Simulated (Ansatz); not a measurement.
# AsH₂+ (triplet): inputs that go wrong at distance As1–H2 = 5.104 Å

4 inputs are run for AsH₂+ (triplet) as typed; the log has to tell whether the result can be used and what must change.

Method: the settings change from run to run; program: Ansatz 0.2.0, Gaussian basis.

14 further runs of the same task are left out: 12 that didn't finish, 2 set aside as unsound or not needed.

**1. What is computed**

The geometry derives from a PBE0/def2-TZVP stationary point (not a proven minimum). One bond is set to the value named and the two fragments are kept rigid. No spin-orbit coupling is included. The filled d shell of As may be among the frozen orbitals whatever the setting's name suggests; the logs give the count.

3 atoms, charge 1, spin multiplicity 3.

Atoms are counted from 1 here; the program's logs count them from 0.

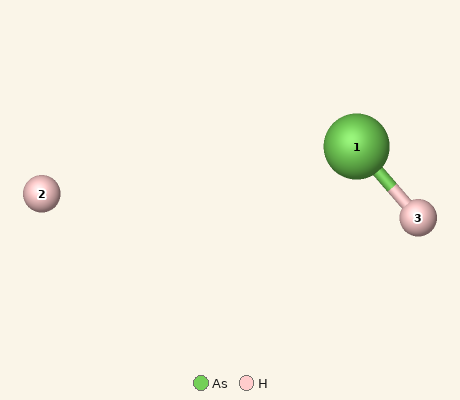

The geometry (arsenic green, hydrogen pink); atoms are numbered from 1 in the order of the file.

**2. Try 1**

Contents of in.yaml:

```yaml
crystal:
  periodic: [false, false, false]
  atoms:
    - {symbol: As, position_ang: [0.000000, -0.041797, 0.041231]}
    - {symbol: H, position_ang: [0.000000, 2.419703, -4.429992]}
    - {symbol: H, position_ang: [0.000000, 0.687098, 1.365242]}
basis:
  gaussian: {orbitals: def2-mTZVP}
total_charge: 1
magnetization: {spin_polarized: false, initial_magnetization: 2}
correlation: {method: fic_mrcisd_q_relaxed, electrons: outside_noble_gas, active_space: {window: {electrons: 4, orbitals: 3}, states: [{multiplicity: 3, weights: [0.5, 1, 0.5, 1]}]}}
```

Run with:

```console
> ansatz run in.yaml --threads 1 --pin off --events-out ev --progress --plain --max-ram 2393MiB
```

The log of the run:

```text
Functional definition: HF
  name "HF"
  cite "Fock, Z. Phys. 61, 126 (1930) doi:10.1007/BF01340294"
  parent pbe
  exchange = exact_x
  correlation = 0
583 factors; integrals over basis functions are off by at most 1.3e-7 eV
mean field evaluation 1: about -60810.4183 eV, gradient 1.2e1 eV
mean field evaluation 2: about -60810.4182 eV, gradient 1.2e1 eV
mean field evaluation 4: about -60814.9311 eV, gradient 6.7e0 eV
mean field evaluation 8: about -60815.1235 eV, gradient 1.6e0 eV
mean field evaluation 16: about -60815.1346 eV, gradient 5.3e-3 eV
mean field evaluation 32: about -60815.1347 eV, gradient 5.3e-3 eV
mean field evaluation 64: about -60815.1349 eV, gradient 3.7e-3 eV
mean field evaluation 96: about -60810.4183 eV, gradient 1.2e1 eV
mean field -60815.13493899 eV, -2234.9149870289 hartree, gradient 6.0e-6 eV, S^2 2.000000; 7 other end points of the search recorded, 0 dependent functions left out
reference -60815.13493899 eV, -2234.9149870289 hartree; 18, 16 occupied and 24, 26 virtual orbitals, 583 factors
Error: 4 states are sought, and the space of determinants holds 3 states of this symmetry and spin
```

It took 6.5 s on 1 thread of Intel Xeon at 2.50GHz, shared host.

**Diagnosis.** The run stopped with an error. It says: «4 states are sought, and the space of determinants holds 3 states of this symmetry and spin». Cure: ask for fewer states or enlarge the space.

**3. Try 2**

Contents of in.yaml:

```yaml
crystal:
  periodic: [false, false, false]
  atoms:
    - {symbol: As, position_ang: [0.000000, -0.041797, 0.041231]}
    - {symbol: H, position_ang: [0.000000, 2.419703, -4.429992]}
    - {symbol: H, position_ang: [0.000000, 0.687098, 1.365242]}
basis:
  gaussian: {orbitals: cc-pVDZ}
total_charge: 1
magnetization: {spin_polarized: false, initial_magnetization: 2}
correlation: {method: sc_nevpt2, electrons: valence, active_space: {window: {electrons: 4, orbitals: 4}, places: [1, 2]}}
scf: {lower_state_search: off}
```

Launched as before.

The log of the run:

```text
Error: invalid value for `correlation.active_space`: name one of window, places and ras
```

It took 0.03 s on 1 thread of Intel Xeon at 2.50GHz, shared host.

**Diagnosis.** The run was refused. The active space is defined twice. Fix: keep one definition.

**4. Try 3**

Contents of in.yaml:

```yaml
crystal:
  periodic: [false, false, false]
  atoms:
    - {symbol: As, position_ang: [0.000000, -0.041797, 0.041231]}
    - {symbol: H, position_ang: [0.000000, 2.419703, -4.429992]}
    - {symbol: H, position_ang: [0.000000, 0.687098, 1.365242]}
basis:
  gaussian: {orbitals: cc-pVDZ}
total_charge: 1
magnetization: {spin_polarized: false, initial_magnetization: 2}
correlation: {method: fic_mrcisd_q, electrons: valence, active_space: {window: {electrons: 4, orbitals: 4}, places: [1, 2]}}
scf: {lower_state_search: off}
```

The command is unchanged.

The log of the run:

```text
Error: invalid value for `correlation.active_space`: name one of window, places and ras
```

It took 0.03 s on 1 thread of Intel Xeon at 2.50GHz, shared host.

What is wrong: The run was refused. The active space is defined twice. To mend it, keep one definition.

**5. Try 4**

Contents of in.yaml:

```yaml
crystal:
  periodic: [false, false, false]
  atoms:
    - {symbol: As, position_ang: [0.000000, -0.041797, 0.041231]}
    - {symbol: H, position_ang: [0.000000, 2.419703, -4.429992]}
    - {symbol: H, position_ang: [0.000000, 0.687098, 1.365242]}
basis:
  gaussian: {orbitals: cc-pVDZ}
total_charge: 1
magnetization: {spin_polarized: false, initial_magnetization: 3}
correlation: {method: sc_nevpt2, electrons: outside_noble_gas, active_space: {window: {electrons: 2, orbitals: 4}}}
```

The command is unchanged.

The log of the run:

```text
Error: a molecule whose nuclei and cores have a total charge of 35 cannot have a net charge of 1 together with 3 unpaired electrons
```

It took 0.03 s on 1 thread of Intel Xeon at 2.50GHz, shared host.

What is wrong: The run was refused. The number of unpaired electrons doesn't fit the electron count. Fix: make charge and initial_magnetization agree.

**6. How the runs ended**

```tsv
try	level	ended	cause	time
1	MRCISD+Q(relaxed)(4,3)/def2-mTZVP	stopped by an error	4 states are sought, and the space of determinants holds 3 states of this symmetry and spin	6.5 s
2	NEVPT2(4,4)/cc-pVDZ	refused	the active space is defined twice	0.03 s
3	MRCISD+Q(4,4)/cc-pVDZ	refused	the active space is defined twice	0.03 s
4	NEVPT2(2,4)/cc-pVDZ	refused	the number of unpaired electrons doesn't fit the electron count	0.03 s
```

1 stopped by an error, 3 refused.
